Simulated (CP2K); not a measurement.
# AlSiH3ClF (SMILES [F][Al]([SiH3])[Cl]) at AM1

Aim: the energy difference between two shapes of AlSiH3ClF at AM1, from 2 runs. 

Program for the calculation: CP2K 2026.2.

3 further runs of the same task are left out: 3 set aside as unsound or not needed.

## Step 1: Starting point

AlSiH3ClF has 7 atoms, charge 0, and is taken as a singlet. SMILES: `[F][Al]([SiH3])[Cl]`. The coordinates come from a PBE0-D4/def2-TZVP relaxation.

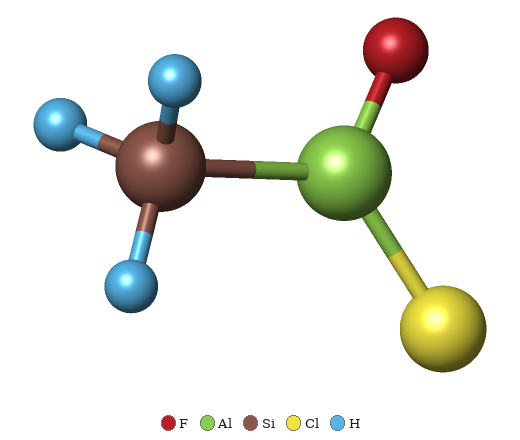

The structure, seen from a chosen angle (fluorine red, aluminium green, silicon brown, chlorine yellow, hydrogen blue).

## Step 2: The energy at AM1

calc.inp

```
&FORCE_EVAL
  METHOD Quickstep
  &DFT
    CHARGE 0
    MULTIPLICITY 1
    &QS
      METHOD AM1
      EPS_DEFAULT 1.0E-10
      &SE
        &COULOMB
          CUTOFF [angstrom] 50
          RC_RANGE [angstrom] 0
        &END
        &EXCHANGE
          CUTOFF [angstrom] 50
          RC_RANGE [angstrom] 0
        &END
      &END
    &END
    &POISSON
      PERIODIC NONE
      POISSON_SOLVER ANALYTIC
    &END
    &SCF
      SCF_GUESS ATOMIC
      EPS_SCF 1.0E-07
      MAX_SCF 150
      ADDED_MOS 4
      &DIAGONALIZATION
        ALGORITHM STANDARD
      &END
      &MIXING
        METHOD DIRECT_P_MIXING
        ALPHA 0.4
      &END
    &END
    &PRINT
      &MOMENTS
        PERIODIC F
        REFERENCE COM
        MAX_MOMENT 1
      &END
      &MO ON
        ENERGIES T
        OCCUPATION_NUMBERS T
        NDIGITS 6
        &EACH
          QS_SCF 0
        &END
        ADD_LAST NUMERIC
      &END
      &HIRSHFELD OFF
      &END
    &END
  &END
  &SUBSYS
    &CELL
      ABC [angstrom] 14.6 14.4 12.8
      PERIODIC NONE
    &END
    &COORD
      F     -0.456800    -2.434100     0.809200
      Al    -0.779600    -1.077000    -0.062600
      Si     0.707200     0.841800     0.088400
      Cl    -2.489200    -1.118300    -1.261400
      H      2.075200     0.453200    -0.349700
      H      0.781900     1.311300     1.498400
      H      0.222600     1.955200    -0.768100
    &END
    &TOPOLOGY
      &CENTER_COORDINATES
      &END
    &END
  &END
&END

&GLOBAL
  PROJECT_NAME calc
  RUN_TYPE ENERGY
  PRINT_LEVEL MEDIUM
&END
```

Run with:

```
$ OMP_NUM_THREADS=1 cp2k.psmp calc.inp > calc.out
```

The program printed:

```text
CP2K| version string:                                       CP2K version 2026.2
[...]
 GLOBAL| Method name                                                        CP2K
[...]
 GLOBAL| Run type                                                         ENERGY
[...]
                             - Atoms:                                          7
[...]
                             - Spherical basis functions:                     19
[...]
 Number of electrons:                                                         24
[...]
     1 P_Mix/Diag. 0.40E+00    0.0     0.80912384       -34.8214966739 -3.48E+01
[...]
    20 DIIS/Diag.  0.66E-07    0.0     0.00000007       -38.0934021071 -6.39E-14
  *** SCF run converged in    20 steps ***
  Core-core repulsion energy [eV]:                           1030.98654769922337
  Core Hamiltonian energy [eV]:                             -1697.25814517596655
  Two-electron integral energy [eV]:                         -740.60517932386995
  Electronic energy [eV]:                                   -2067.56073483790124
  Total energy [eV]:                                        -1036.57418713867810
  Atomic reference energy [eV]:                              1031.10244154568954
  Heat of formation [kcal/mol]:                              -126.18146096842747
[...]
 SE_DIPOLE| Moment [Debye]         -1.30181861      -1.14315052      -0.38737546
 SE_DIPOLE| Derivative [a.u.]       0.00000000       0.00000000       0.00000000
 ENERGY| Total FORCE_EVAL ( QS ) energy [hartree]            -38.093402107108439
[...]
```

It took 0.45 s on 1 thread of Arm Neoverse N1, shared host; peak memory 0.13 GiB.

## Step 3: The distorted shape at the same level

molecule.inp

```
&GLOBAL
    PROJECT molecule
    RUN_TYPE ENERGY
    PRINT_LEVEL MEDIUM
&END

&FORCE_EVAL
    METHOD QS
    &DFT
        CHARGE 0
        MULTIPLICITY 1
        ! Quickstep
        &QS
            METHOD AM1
            EPS_DEFAULT 1.0E-10
            &SE
                &COULOMB
                    CUTOFF [angstrom] 50
                    RC_RANGE [angstrom] 0
                &END
                &EXCHANGE
                    CUTOFF [angstrom] 50
                    RC_RANGE [angstrom] 0
                &END
            &END
        &END
        ! no periodic images
        &POISSON
            PERIODIC NONE
            POISSON_SOLVER ANALYTIC
        &END
        ! self-consistent field
        &SCF
            SCF_GUESS ATOMIC
            EPS_SCF 1.0E-07
            MAX_SCF 150
            ADDED_MOS 4
            &DIAGONALIZATION
                ALGORITHM STANDARD
            &END
            &MIXING
                METHOD DIRECT_P_MIXING
                ALPHA 0.4
            &END
        &END
        ! extra output
        &PRINT
            &MOMENTS
                PERIODIC F
                REFERENCE COM
                MAX_MOMENT 1
            &END
            &MO ON
                ENERGIES T
                OCCUPATION_NUMBERS T
                NDIGITS 6
                &EACH
                    QS_SCF 0
                &END
                ADD_LAST NUMERIC
            &END
            &HIRSHFELD OFF
            &END
        &END
    &END
    &SUBSYS
        ! box in angstrom
        &CELL
            ABC [angstrom] 14.5 14.4 12.8
            PERIODIC NONE
        &END
        &COORD
            F     -0.425248    -2.454335     0.797308
            Al    -0.753907    -1.045970    -0.070716
            Si     0.725869     0.855036     0.081567
            Cl    -2.469206    -1.120408    -1.294434
            H      2.054684     0.462506    -0.339951
            H      0.777419     1.319237     1.506743
            H      0.206637     1.953591    -0.781613
        &END
        &TOPOLOGY
            &CENTER_COORDINATES
            &END
        &END
    &END
&END
```

Run with:

```
$ OMP_NUM_THREADS=1 cp2k.psmp molecule.inp > molecule.out
```

The program printed:

```text
CP2K| version string:                                       CP2K version 2026.2
[...]
 GLOBAL| Method name                                                        CP2K
[...]
 GLOBAL| Run type                                                         ENERGY
[...]
                             - Atoms:                                          7
[...]
                             - Spherical basis functions:                     19
[...]
 Number of electrons:                                                         24
[...]
     1 P_Mix/Diag. 0.40E+00    0.0     0.81061570       -34.8386574538 -3.48E+01
[...]
    20 DIIS/Diag.  0.40E-07    0.0     0.00000005       -38.0871302229 -4.97E-14
  *** SCF run converged in    20 steps ***
  Core-core repulsion energy [eV]:                           1025.73939242842266
  Core Hamiltonian energy [eV]:                             -1696.89502480101146
  Two-electron integral energy [eV]:                         -730.49577623367441
  Electronic energy [eV]:                                   -2062.14291291784866
  Total energy [eV]:                                        -1036.40352048942623
  Atomic reference energy [eV]:                              1031.10244154568954
  Heat of formation [kcal/mol]:                              -122.24579422822238
[...]
 SE_DIPOLE| Moment [Debye]         -1.37656605      -1.45923225      -0.39717331
 SE_DIPOLE| Derivative [a.u.]       0.00000000       0.00000000       0.00000000
 ENERGY| Total FORCE_EVAL ( QS ) energy [hartree]            -38.087130222879708
[...]
```

Run time: 0.45 s. Hardware: 1 thread of Arm Neoverse N1, shared host; peak memory 0.13 GiB.

## Step 4: Summary of results

Level: AM1.

```
                              quantity            value
             first shape: total energy     -38.09340 Eh
            first shape: dipole moment           1.78 D
              first shape: HOMO energy        -10.40 eV
              first shape: LUMO energy         -1.49 eV
            first shape: HOMO–LUMO gap          8.91 eV
        first shape: heat of formation  -126.2 kcal/mol
         distorted shape: total energy     -38.08713 Eh
        distorted shape: dipole moment           2.05 D
          distorted shape: HOMO energy        -10.48 eV
          distorted shape: LUMO energy         -1.54 eV
        distorted shape: HOMO–LUMO gap          8.94 eV
    distorted shape: heat of formation  -122.2 kcal/mol
energy change with the atoms displaced         0.171 eV
```

In words: With the atoms displaced the energy rises by 0.17 eV (16.5 kJ/mol). The first shape isn't relaxed at this level, so the change isn't measured from a minimum.
